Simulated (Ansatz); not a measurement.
# A workflow on CH5FOSn (SMILES [CH3][SnH]([OH])[F])

Wanted: a series of 10 runs (HF/STO-3G, UHF/STO-3G, HF/3-21G, UHF/3-21G, PBE/def2-SVP) of CH5FOSn. 

Program for the calculation: Ansatz 0.2.0.

**1. The structure to begin with**

The species is CH5FOSn (9 atoms), meant as a singlet with charge 0. As SMILES, `[CH3][SnH]([OH])[F]`. Geometry: relaxed at PBE0-D4/def2-TZVP. This is one conformer, not always the lowest. The run starts from this shape.

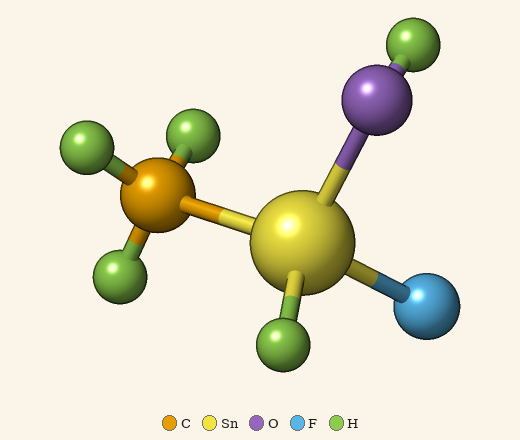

The structure, seen from a chosen angle (carbon amber, tin yellow, oxygen purple, fluorine blue, hydrogen green).

**2. A structure relaxation at HF/STO-3G (start density atoms) (run 1)**

The input, input.yaml:

```yaml
basis:
  gaussian:
    orbitals: STO-3G
crystal:
  periodic: [false, false, false]
  atoms:
    - {symbol: C, position_ang: [-0.348000, 1.320900, -0.172600]}
    - {symbol: Sn, position_ang: [-0.271200, -0.757400, 0.237600]}
    - {symbol: O, position_ang: [1.527400, -1.346400, 0.725000]}
    - {symbol: F, position_ang: [-0.613200, -1.596000, -1.464600]}
    - {symbol: H, position_ang: [-1.361700, 1.603400, -0.455800]}
    - {symbol: H, position_ang: [-0.043600, 1.885400, 0.708500]}
    - {symbol: H, position_ang: [0.329800, 1.539100, -0.997600]}
    - {symbol: H, position_ang: [-1.308700, -1.477000, 1.371800]}
    - {symbol: H, position_ang: [2.177700, -1.218400, 0.030600]}
relax:
  f_tol: 0.002
hamiltonian:
  xc: hf
output: {orbitals: {seedname: orbitals}}
```

Command:

```console
ansatz run input.yaml --threads 1 --pin off --max-ram 3480MiB --events-out events.jsonl --progress --plain --runs-dir runs
```

What it wrote (excerpt; [...] marks lines left out):

```text
Warning: RAYON_NUM_THREADS=1 ignored (pool sized by the plan → 1); use --threads N
[...]
Functional definition: HF
  name "HF"
[...]
690 factors; integrals over basis functions are off by at most 1.6e-5 eV
[...]
mean field -168044.32628796 eV, -6175.5150865471 hartree, gradient 2.4e-5 eV, S^2 0.000000; 0 other end points of the search recorded, 0 dependent functions left out
[...]
reference -168044.32628796 eV, -6175.5150865471 hartree; 39, 39 occupied and 8, 8 virtual orbitals, 690 factors
relax step   1: F+E_penalty+E_count = -168044.32628796 eV  Δ(F+E_penalty+E_count) = +0.000e0 eV  max|allowed force component| = 1.697e0 eV/Å  Δτ_max = 0.0000 Å  (27 SCF iters, accepted)
[...]
relax step   5: F+E_penalty+E_count = -168044.52070704 eV  Δ(F+E_penalty+E_count) = -1.324e-3 eV  max|allowed force component| = 2.746e-2 eV/Å  Δτ_max = 0.0127 Å  (24 SCF iters, accepted)
[...]
relax step   9: F+E_penalty+E_count = -168044.52096505 eV  Δ(F+E_penalty+E_count) = -2.504e-5 eV  max|allowed force component| = 2.028e-2 eV/Å  Δτ_max = 0.0017 Å  (25 SCF iters, accepted)
[...]
relax step  13: F+E_penalty+E_count = -168044.52099376 eV  Δ(F+E_penalty+E_count) = -4.494e-6 eV  max|allowed force component| = 4.142e-3 eV/Å  Δτ_max = 0.0071 Å  (24 SCF iters, accepted)
[...]
relax step  15: F+E_penalty+E_count = -168044.52099799 eV  Δ(F+E_penalty+E_count) = -1.392e-6 eV  max|allowed force component| = 3.832e-3 eV/Å  Δτ_max = 0.0023 Å  (24 SCF iters, accepted)
[...]
relax step  16: F+E_penalty+E_count = -168044.52099869 eV  Δ(F+E_penalty+E_count) = -7.004e-7 eV  max|allowed force component| = 1.980e-3 eV/Å  Δτ_max = 0.0010 Å  (24 SCF iters, accepted)
690 factors; integrals over basis functions are off by at most 2.0e-5 eV
[...]
mean field -168044.52099869 eV, -6175.5222420345 hartree, gradient 1.8e-5 eV, S^2 0.000000; 1 other end points of the search recorded, 0 dependent functions left out
[...]
reference -168044.52099869 eV, -6175.5222420345 hartree; 39, 39 occupied and 8, 8 virtual orbitals, 690 factors
Total energy: -168044.52099869 eV, -6175.5222420345 hartree
Atom 0 at    -0.333373     1.258476    -0.152866 Å, force     0.000121     0.001980    -0.000273 eV/Å
Atom 1 at    -0.266534    -0.808053     0.197058 Å, force     0.000414     0.000251     0.000390 eV/Å
Atom 2 at     1.514120    -1.373132     0.701452 Å, force     0.000701     0.000319    -0.000970 eV/Å
Atom 3 at    -0.618665    -1.679987    -1.439265 Å, force    -0.000038    -0.000087    -0.000010 eV/Å
Atom 4 at    -1.316896     1.581632    -0.466312 Å, force     0.001506    -0.000516     0.000490 eV/Å
Atom 5 at    -0.083555     1.825589     0.733617 Å, force    -0.000525    -0.000980    -0.001426 eV/Å
Atom 6 at     0.358473     1.562131    -0.926905 Å, force    -0.001030    -0.000445     0.001067 eV/Å
Atom 7 at    -1.303895    -1.312861     1.347908 Å, force     0.000036    -0.000200    -0.000172 eV/Å
Atom 8 at     2.138824    -1.100194    -0.011785 Å, force    -0.001186    -0.000320     0.000904 eV/Å
Dipole moment:    -0.098898     0.266873     0.020812 e Å
```

Run time: 35 s. Hardware: 1 thread of Arm Neoverse V1, shared host; peak memory 0.13 GiB.

Steps, from the record of the run:

```tsv
step	energy from the first frame kept (eV)	largest force (eV/Å)
1	0.0000	2.2511
2	-0.1452	0.7941
3	-0.1886	0.3461
4	-0.1931	0.2506
5	-0.1944	0.0322
6	-0.1945	0.0112
7	-0.1946	0.0077
8	-0.1947	0.0509
9	-0.1947	0.0247
10	-0.1947	0.0093
11	-0.1947	0.0056
12	-0.1947	0.0052
13	-0.1947	0.0046
14	-0.1947	0.0056
15	-0.1947	0.0042
16	-0.1947	0.0020
```

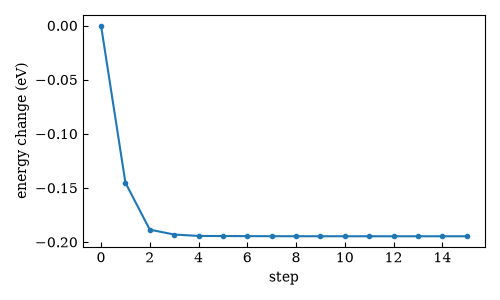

Energy along the run.

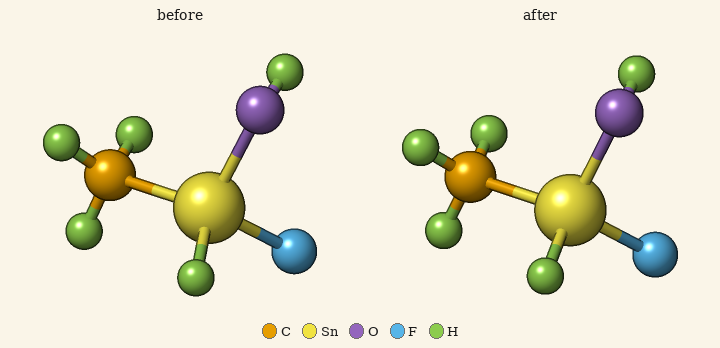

Before and after, at one scale.

After the run. Bond lengths: C1–Sn2 2.097 Å, Sn2–O3 1.935 Å, Sn2–F4 1.887 Å, C1–H5 1.082 Å, C1–H6 1.082 Å, C1–H7 1.082 Å, Sn2–H8 1.630 Å, O3–H9 0.987 Å. Some angles: C1–Sn2–O3 111.1°, C1–Sn2–F4 107.7°, O3–Sn2–F4 105.2°, C1–Sn2–H8 113.8°, O3–Sn2–H8 108.1°, F4–Sn2–H8 110.5°, Sn2–C1–H5 111.8°, Sn2–C1–H6 111.9°, Sn2–C1–H7 112.1°, Sn2–O3–H9 108.3°.

**3. The harmonic vibrations at HF/STO-3G (start density atoms) (run 2)**

The input, run.yaml:

```yaml
basis:
  gaussian:
    orbitals: STO-3G
crystal:
  periodic: [false, false, false]
  atoms:
    - symbol: C
      position_ang: [-0.333373, 1.258476, -0.152866]
    - symbol: Sn
      position_ang: [-0.266534, -0.808053, 0.197058]
    - symbol: O
      position_ang: [1.514120, -1.373132, 0.701452]
    - symbol: F
      position_ang: [-0.618665, -1.679987, -1.439265]
    - symbol: H
      position_ang: [-1.316896, 1.581632, -0.466312]
    - symbol: H
      position_ang: [-0.083555, 1.825589, 0.733617]
    - symbol: H
      position_ang: [0.358473, 1.562131, -0.926905]
    - symbol: H
      position_ang: [-1.303895, -1.312861, 1.347908]
    - symbol: H
      position_ang: [2.138824, -1.100194, -0.011785]
hamiltonian:
  xc: hf
phonons:
  temperatures:
    t_min: 298.15
    t_max: 298.15
    t_step: 1
```

Command:

```console
ansatz run run.yaml --threads 1 --pin off --max-ram 3480MiB --events-out events.jsonl --progress --plain --runs-dir runs
```

What it wrote (excerpt; [...] marks lines left out):

```text
Warning: RAYON_NUM_THREADS=1 ignored (pool sized by the plan → 1); use --threads N
[... 2 set-up lines as earlier in the session ...]
[...]
692 factors; integrals over basis functions are off by at most 9.1e-6 eV
[...]
mean field -168044.52100845 eV, -6175.5222423932 hartree, gradient 2.5e-5 eV, S^2 0.000000; 0 other end points of the search recorded, 0 dependent functions left out
[...]
reference -168044.52100845 eV, -6175.5222423932 hartree; 39, 39 occupied and 8, 8 virtual orbitals, 692 factors
[...]
692 factors; integrals over basis functions are off by at most 9.1e-6 eV
[...]
mean field -168044.52078035 eV, -6175.5222340107 hartree, gradient 3.8e-6 eV, S^2 0.000000; 0 other end points of the search recorded, 0 dependent functions left out
[...]
reference -168044.52078035 eV, -6175.5222340107 hartree; 39, 39 occupied and 8, 8 virtual orbitals, 692 factors
[...]
Atom 1 at    -0.266534    -0.808053     0.197058 Å, force     0.000421     0.000246     0.000379 eV/Å
Atom 2 at     1.514120    -1.373132     0.701452 Å, force     0.000656     0.000304    -0.000925 eV/Å
Atom 3 at    -0.618665    -1.679987    -1.439265 Å, force    -0.000038    -0.000082    -0.000005 eV/Å
Atom 4 at    -1.316896     1.581632    -0.466312 Å, force     0.001507    -0.000513     0.000489 eV/Å
Atom 5 at    -0.083555     1.825589     0.733617 Å, force    -0.000521    -0.000979    -0.001432 eV/Å
Atom 6 at     0.358473     1.562131    -0.926905 Å, force    -0.001020    -0.000460     0.001070 eV/Å
Atom 7 at    -1.303895    -1.312861     1.347908 Å, force     0.000036    -0.000203    -0.000171 eV/Å
Atom 8 at     2.138824    -1.100194    -0.011785 Å, force    -0.001167    -0.000279     0.000856 eV/Å
Dipole moment:    -0.098899     0.266872     0.020812 e Å
Vibrations: 57.05 151.59 187.27 198.85 209.15 619.10 659.15 683.90 708.16 726.46 940.23 965.07 1149.80 1648.07 1866.63 1866.99 2301.23 3561.71 3741.74 3742.49 4224.43 cm⁻¹, zero-point energy 1.872722 eV
```

Wall time 74 s (1 thread of Arm Neoverse V1, shared host); peak memory 0.12 GiB.

Runs 3 to 9 aren't shown in full; the table further down has their settings and results.

**4. Vibrational wavenumbers at PBE/def2-SVP (core potential, start density atoms) (run 10)**

The input, job.yaml:

```yaml
crystal:
  periodic: [false, false, false]
  atoms:
    - symbol: C
      position_ang: [-0.345143, 1.342559, -0.180863]
    - symbol: Sn
      position_ang: [-0.274054, -0.776990, 0.220547]
    - symbol: O
      position_ang: [1.550411, -1.419879, 0.744858]
    - symbol: F
      position_ang: [-0.658839, -1.637292, -1.507713]
    - symbol: H
      position_ang: [-1.381052, 1.626345, -0.446651]
    - symbol: H
      position_ang: [-0.022261, 1.900421, 0.718421]
    - symbol: H
      position_ang: [0.328988, 1.570137, -1.027872]
    - symbol: H
      position_ang: [-1.316074, -1.491028, 1.392800]
    - symbol: H
      position_ang: [2.206524, -1.160673, 0.069372]
basis:
  gaussian:
    orbitals: def2-SVP
total_charge: 0
hamiltonian:
  xc: pbe
phonons:
  temperatures:
    t_min: 298.15
    t_max: 298.15
    t_step: 1
```

Command:

```console
ansatz run job.yaml --threads 1 --pin off --max-ram 3480MiB --events-out events.jsonl --progress --plain --runs-dir runs
```

What it wrote (excerpt; [...] marks lines left out):

```text
Warning: RAYON_NUM_THREADS=1 ignored (pool sized by the plan → 1); use --threads N
Functional definition: PBE
  name "PBE"
[...]
1030 factors; their error is unknown
[...]
mean field -11703.60599923 eV, -430.0995874825 hartree, gradient 3.7e-5 eV, S^2 0.000000; 0 other end points of the search recorded, 0 dependent functions left out
[...]
reference -11703.60604061 eV, -430.0995890032 hartree; 25, 25 occupied and 68, 68 virtual orbitals, 1030 factors
[...]
1030 factors; their error is unknown
mean field -11703.60584581 eV, -430.0995818447 hartree, gradient 7.2e-7 eV, S^2 0.000000; 0 other end points of the search recorded, 0 dependent functions left out
[...]
reference -11703.60588720 eV, -430.0995833655 hartree; 25, 25 occupied and 68, 68 virtual orbitals, 1030 factors
[...]
1030 factors; their error is unknown
mean field -11703.60584386 eV, -430.0995817728 hartree, gradient 2.4e-6 eV, S^2 0.000000; 0 other end points of the search recorded, 0 dependent functions left out
[...]
WARN: phonons: modes at or below zero, which the zero-point energy, F, S and C_V leave out: 1, the lowest at -29.21 cm⁻¹. A minimum has none, and a first-order saddle one
[...]
Total energy: -11703.60604061 eV, -430.0995890032 hartree
Atom 0 at    -0.345143     1.342559    -0.180863 Å, force     0.000225    -0.000219     0.000448 eV/Å
Atom 1 at    -0.274054    -0.776990     0.220547 Å, force    -0.000854     0.000669    -0.000335 eV/Å
Atom 2 at     1.550411    -1.419879     0.744858 Å, force     0.000124     0.000124    -0.000802 eV/Å
Atom 3 at    -0.658839    -1.637292    -1.507713 Å, force     0.000318    -0.000360     0.000285 eV/Å
Atom 4 at    -1.381052     1.626345    -0.446651 Å, force    -0.000113     0.000058    -0.000272 eV/Å
Atom 5 at    -0.022261     1.900421     0.718421 Å, force    -0.000066    -0.000037     0.000122 eV/Å
Atom 6 at     0.328988     1.570137    -1.027872 Å, force     0.000051     0.000058     0.000020 eV/Å
Atom 7 at    -1.316074    -1.491028     1.392800 Å, force     0.000239     0.000005     0.000112 eV/Å
Atom 8 at     2.206524    -1.160673     0.069372 Å, force     0.000077    -0.000298     0.000423 eV/Å
Dipole moment:    -0.004941     0.617579     0.145126 e Å
Vibrations: -29.21 134.31 146.95 160.74 213.24 505.24 513.04 551.66 594.75 600.17 736.56 743.66 844.75 1157.78 1376.56 1379.19 1879.90 2996.05 3115.72 3118.08 3713.70 cm⁻¹, zero-point energy 1.517693 eV
```

Run time: 1.7 min. Hardware: 1 thread of Arm Neoverse V1, shared host; peak memory 0.12 GiB.

**5. Overview of the runs**

```tsv
run	level	task	walk f tol	partner	energy (Eh)	dipole moment (D)	wall time
1	HF/STO-3G (start density atoms)	optimise	0.002	base	-6175.522242	1.37	35 s
2	HF/STO-3G (start density atoms)	frequencies	–	base	-6175.522242	1.37	74 s
3	UHF/STO-3G (start density atoms)	energy	–	cation	-6175.303445	–	3.9 s
4	UHF/STO-3G (start density atoms)	optimise	–	cation	-6175.339342	–	61 s
5	HF/3-21G (start density atoms)	optimise	0.002	base	-6210.660570	1.48	1.9 min
6	HF/3-21G (start density atoms)	frequencies	–	base	-6210.660569	1.48	91 s
7	UHF/3-21G (start density atoms)	energy	–	cation	-6210.314499	–	7.2 s
8	UHF/3-21G (start density atoms)	optimise	–	cation	-6210.355690	–	48 s
9	PBE/def2-SVP (core potential, start density atoms)	optimise	0.002	base	-430.099590	3.05	34 s
10	PBE/def2-SVP (core potential, start density atoms)	frequencies	–	base	-430.099589	3.05	1.7 min
```

**6. What came out**

```
                                                                          quantity                 value
                                                run 10, PBE/def2-SVP: total energy         -430.09959 Eh
                                               run 10, PBE/def2-SVP: dipole moment                3.05 D
                                    run 10, PBE/def2-SVP: largest force on an atom            0.001 eV/Å
                                  run 10, PBE/def2-SVP: lowest harmonic wavenumber  29i cm⁻¹ (imaginary)
                                 run 10, PBE/def2-SVP: highest harmonic wavenumber             3714 cm⁻¹
                     vertical ionisation energy (to the doublet cation), HF/STO-3G              5.954 eV
                      vertical ionisation energy (to the doublet cation), HF/3-21G              9.417 eV
adiabatic ionisation energy (to the doublet cation, no zero-point term), HF/STO-3G              4.977 eV
 adiabatic ionisation energy (to the doublet cation, no zero-point term), HF/3-21G              8.296 eV
```

What this shows: At HF/STO-3G: removing an electron at fixed nuclei costs 5.95 eV (137 kcal/mol). In a minimal basis such a difference can be off by several eV, whatever the method. At HF/3-21G: the vertical ionisation energy comes to 9.42 eV (909 kJ/mol). At HF/STO-3G: the adiabatic ionisation energy (to the doublet cation, no zero-point term) is 4.98 eV (115 kcal/mol). At HF/3-21G: the adiabatic ionisation energy (to the doublet cation, no zero-point term) is 8.30 eV (800 kJ/mol). Some runs of one species differ in core potentials or relativity; totals across that change don't compare. In runs 1, 2, 3, 4 the basis is minimal, so the values are rough. In runs 1, 2, 3, 4, 5, 6, 7, 8 relativity is left out where basis or elements ask for it. All runs together took 9.5 min, the longest 1.9 min.
